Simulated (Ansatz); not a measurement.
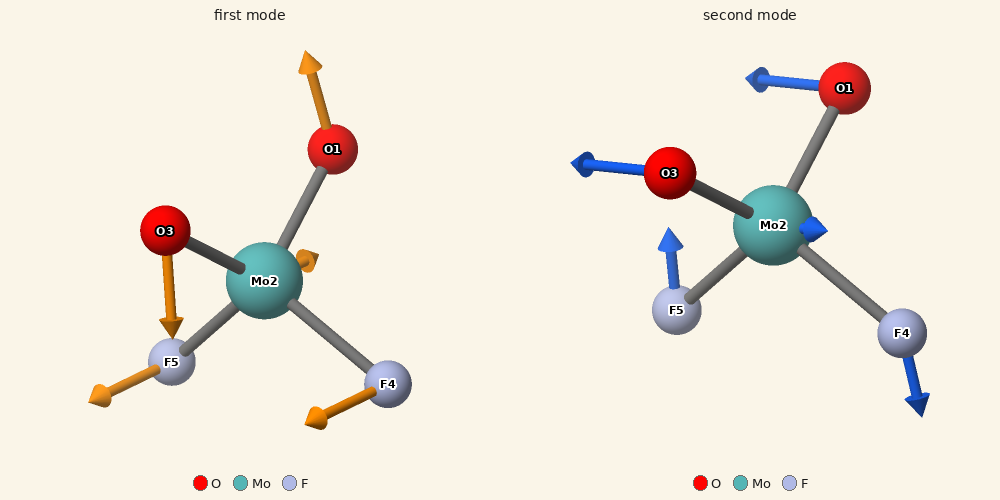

The system is F₂MoO₂, SMILES [O]=[Mo](=[O])([F])[F]; the picture shows the reference structure; its two panels give the patterns of the first and the second mode as arrows. 
- The first coordinate is: normal mode 2 (228 cm⁻¹); the second: normal mode 4 (264 cm⁻¹).
- Nothing is relaxed (straight displacements along the two mass-weighted modes).
- Grid: 15 × 15 points; 65 points were computed and 160 follow by symmetry.
- Energies are in eV, from the lowest grid point.
- The calculation used Ansatz, RKS PBE-D4/def2-SVP.

Its coordinates:

```yaml
atoms:
  - { symbol: O, position_ang: [0.6342, -1.0523, 1.1722] }
  - { symbol: Mo, position_ang: [0.0079, -0.0152, -0.0014] }
  - { symbol: O, position_ang: [-1.1930, 0.8921, 0.7600] }
  - { symbol: F, position_ang: [-0.7451, -1.0125, -1.3679] }
  - { symbol: F, position_ang: [1.3458, 1.1143, -0.6043] }
```

Range: normal mode 2 (228 cm⁻¹) from −3.24 to 3.24 amu½·Å; normal mode 4 (264 cm⁻¹) from −2.789 to 2.789 amu½·Å.

What landscape does the calculation give?

The lowest grid point is at normal mode 2 (228 cm⁻¹) = 0.00 amu½·Å, normal mode 4 (264 cm⁻¹) = 0.000 amu½·Å. No other kind of well shows on this grid. The highest grid point, normal mode 2 (228 cm⁻¹) = 3.24 amu½·Å, normal mode 4 (264 cm⁻¹) = −2.789 amu½·Å, lies 2.85 eV above the lowest.

| normal mode 4 (264 cm⁻¹) ↓, normal mode 2 (228 cm⁻¹) → | −3.24 | −2.78 | −2.31 | −1.85 | −1.39 | −0.93 | −0.46 | 0.00 | 0.46 | 0.93 | 1.39 | 1.85 | 2.31 | 2.78 | 3.24 |
| --- | --- | --- | --- | --- | --- | --- | --- | --- | --- | --- | --- | --- | --- | --- | --- |
| 2.789 | 2.85 | 2.40 | 2.02 | 1.73 | 1.50 | 1.34 | 1.25 | 1.22 | 1.25 | 1.34 | 1.50 | 1.73 | 2.02 | 2.40 | 2.85 |
| 2.390 | 2.38 | 1.95 | 1.60 | 1.33 | 1.12 | 0.97 | 0.88 | 0.86 | 0.88 | 0.97 | 1.12 | 1.33 | 1.60 | 1.95 | 2.38 |
| 1.992 | 1.99 | 1.59 | 1.26 | 1.01 | 0.81 | 0.68 | 0.60 | 0.57 | 0.60 | 0.68 | 0.81 | 1.01 | 1.26 | 1.59 | 1.99 |
| 1.593 | 1.69 | 1.31 | 1.00 | 0.76 | 0.58 | 0.45 | 0.38 | 0.35 | 0.38 | 0.45 | 0.58 | 0.76 | 1.00 | 1.31 | 1.69 |
| 1.195 | 1.46 | 1.10 | 0.80 | 0.57 | 0.40 | 0.28 | 0.21 | 0.19 | 0.21 | 0.28 | 0.40 | 0.57 | 0.80 | 1.10 | 1.46 |
| 0.797 | 1.30 | 0.95 | 0.67 | 0.45 | 0.28 | 0.17 | 0.10 | 0.08 | 0.10 | 0.17 | 0.28 | 0.45 | 0.67 | 0.95 | 1.30 |
| 0.398 | 1.21 | 0.86 | 0.59 | 0.37 | 0.21 | 0.10 | 0.04 | 0.02 | 0.04 | 0.10 | 0.21 | 0.37 | 0.59 | 0.86 | 1.21 |
| 0.000 | 1.18 | 0.83 | 0.56 | 0.35 | 0.19 | 0.08 | 0.02 | 0.00 | 0.02 | 0.08 | 0.19 | 0.35 | 0.56 | 0.83 | 1.18 |
| −0.398 | 1.21 | 0.86 | 0.59 | 0.37 | 0.21 | 0.10 | 0.04 | 0.02 | 0.04 | 0.10 | 0.21 | 0.37 | 0.59 | 0.86 | 1.21 |
| −0.797 | 1.30 | 0.95 | 0.67 | 0.45 | 0.28 | 0.17 | 0.10 | 0.08 | 0.10 | 0.17 | 0.28 | 0.45 | 0.67 | 0.95 | 1.30 |
| −1.195 | 1.46 | 1.10 | 0.80 | 0.57 | 0.40 | 0.28 | 0.21 | 0.19 | 0.21 | 0.28 | 0.40 | 0.57 | 0.80 | 1.10 | 1.46 |
| −1.593 | 1.69 | 1.31 | 1.00 | 0.76 | 0.58 | 0.45 | 0.38 | 0.35 | 0.38 | 0.45 | 0.58 | 0.76 | 1.00 | 1.31 | 1.69 |
| −1.992 | 1.99 | 1.59 | 1.26 | 1.01 | 0.81 | 0.68 | 0.60 | 0.57 | 0.60 | 0.68 | 0.81 | 1.01 | 1.26 | 1.59 | 1.99 |
| −2.390 | 2.38 | 1.95 | 1.60 | 1.33 | 1.12 | 0.97 | 0.88 | 0.86 | 0.88 | 0.97 | 1.12 | 1.33 | 1.60 | 1.95 | 2.38 |
| −2.789 | 2.85 | 2.40 | 2.02 | 1.73 | 1.50 | 1.34 | 1.25 | 1.22 | 1.25 | 1.34 | 1.50 | 1.73 | 2.02 | 2.40 | 2.85 |

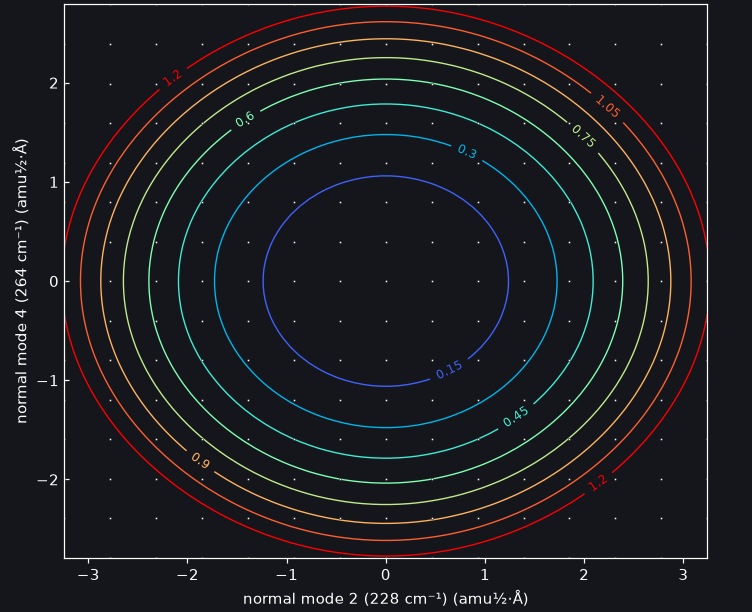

The picture shows contour lines labelled in eV (none above 1.2), dots at the grid points. Between grid points the surface is interpolated.

Each point was launched as `ansatz run input.yaml --threads 1 --pin off --max-ram 2560MiB --backend cpu --events-out ev --progress --plain --runs-dir out`. Time for the 65 points that were run: 6 min on 1 thread of Arm Neoverse V2 (shared host).
